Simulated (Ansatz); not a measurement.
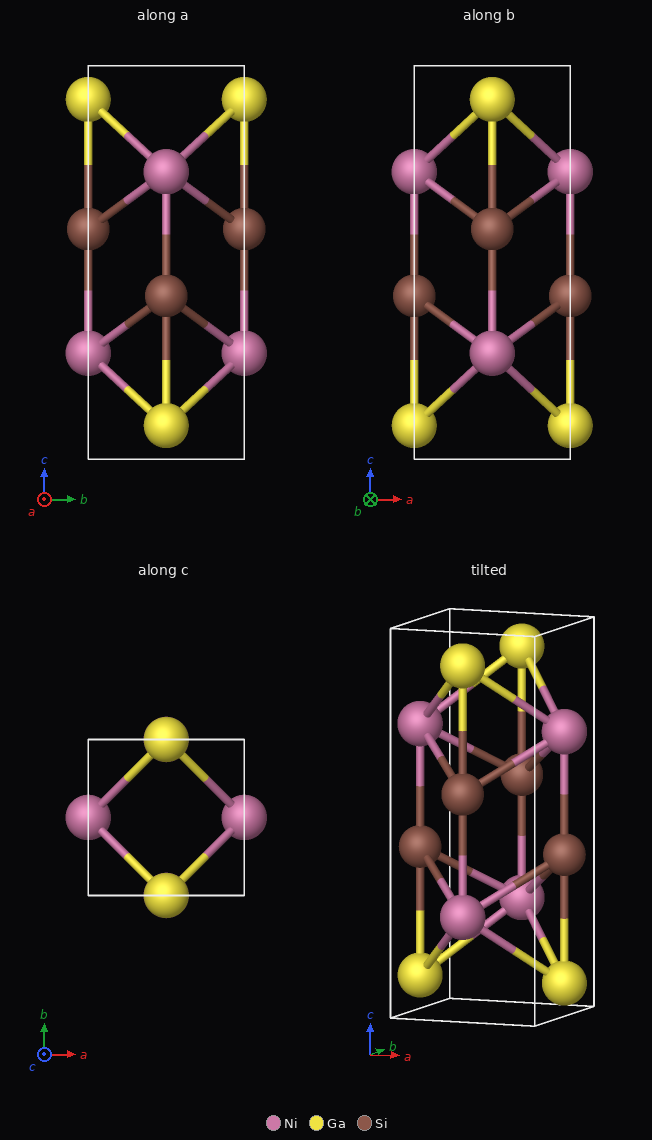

View along the a axis, along the b axis, along the c axis and slightly off an axis, drawn as a ball-and-stick model. The lines enclose the conventional unit cell; boundary atoms appear with their images.

Lattice parameters: a = 3.1558 Å, b = 3.1558 Å, c = 7.9573 Å, α = 90.000°, β = 90.000°, γ = 90.000°.

Question: Record the structure as a CIF with its space group and independent sites, with free fractional coordinates to two decimals.

Answer:
```cif
data_structure
_symmetry_space_group_name_H-M 'P 4/n m m :1'
_symmetry_Int_Tables_number 129
_cell_length_a 3.1558
_cell_length_b 3.1558
_cell_length_c 7.9573
_cell_angle_alpha 90.000
_cell_angle_beta 90.000
_cell_angle_gamma 90.000
_cell_volume 79.25
loop_
_atom_site_label
_atom_site_type_symbol
_atom_site_symmetry_multiplicity
_atom_site_Wyckoff_symbol
_atom_site_fract_x
_atom_site_fract_y
_atom_site_fract_z
_atom_site_occupancy
Ni1 Ni 2 c 0.00 0.50 0.73 1
Ga1 Ga 2 c 0.50 0.00 0.91 1
Si1 Si 2 c 0.00 0.50 0.42 1
```

The geometry is that of a generated cell, made by putting these elements into a known structure type (the compound may or may not exist in this form), without relaxation. It went into a calculation with Ansatz.

At this level of theory the cell isn't at rest (forces up to 0.7 eV/Å), so its distances can differ from those at equilibrium, the more so the softer the solid.
